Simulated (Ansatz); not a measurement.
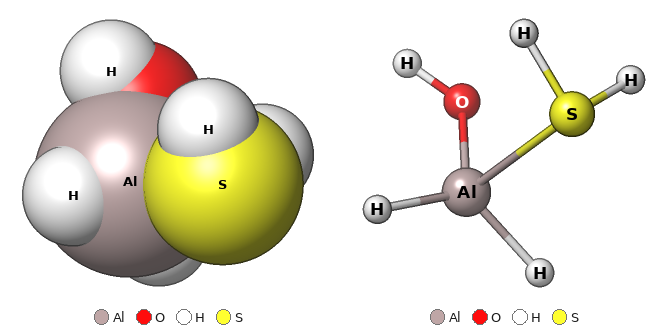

The same structure drawn twice, from different directions.

The computed structure is the end point of a PBE0-D4/def2-TZVP optimisation.

Identify the structure.

Formula AlH₅OS. Coordination, clear cases only: 1 O bent; 1 S trigonal pyramidal.

More results for the same structure follow; atom numbers are the same in all pictures, views and colours differ.

**Vibrations**

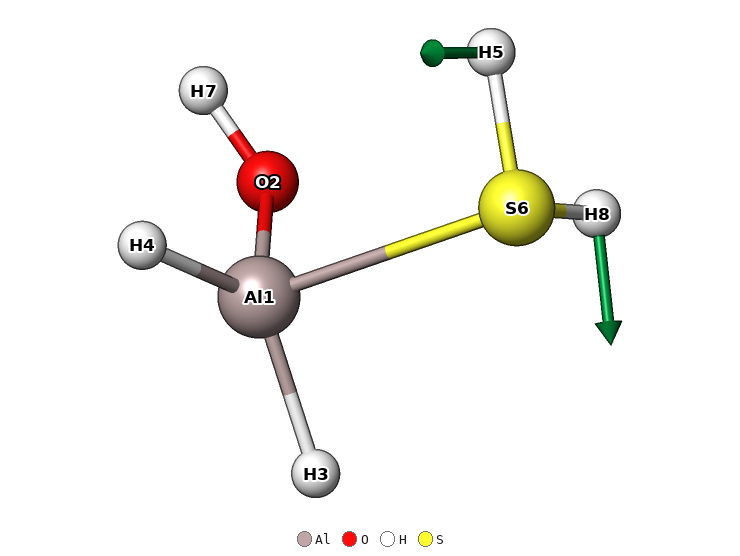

The arrows show one normal mode. Harmonic vibrations computed with RKS PBE0-D4/def2-TZVP (Ansatz 0.2.0) at a stationary point of the same level.

Describe the motion.

Mostly H–S–H bending.

Estimate its harmonic wavenumber.

1199 cm⁻¹; it is mode 13 of 18 counted from the lowest.

**Electronic properties**

Properties computed with RKS BLYP-D4/def2-TZVPP (Ansatz 0.2.0).

Give the dispersion correction at this level.

−28.3 kJ/mol.

**Dipole moment**

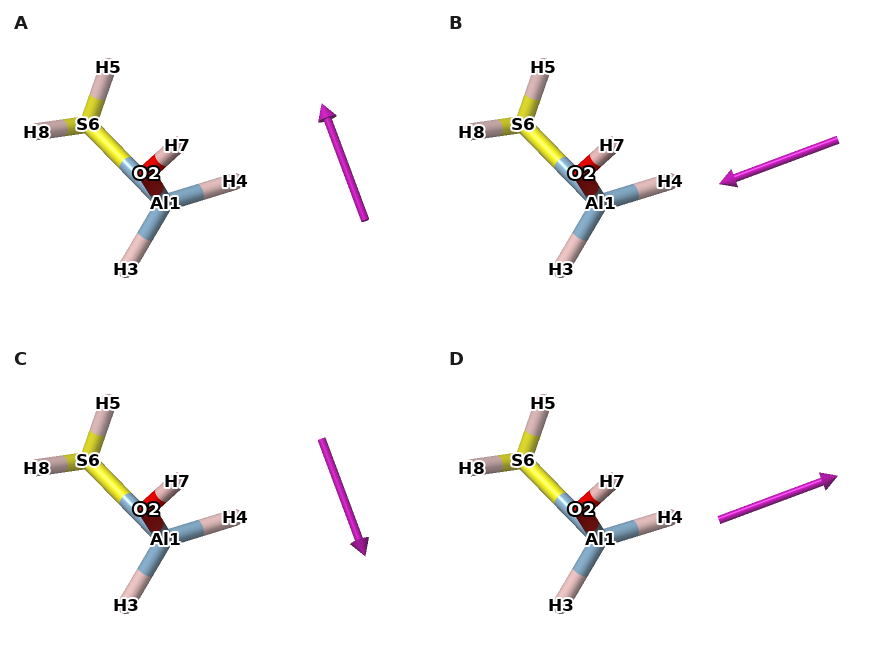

The same molecule four times, each with an arrow. Level of theory: RKS PBE0-D4/def2-TZVP (Ansatz 0.2.0).

Which arrow points along the dipole moment, from the negative to the positive end?

A. The dipole moment is 3.46 D; it points from the side of H3 to the side of H5 (the outermost atoms at the two ends).
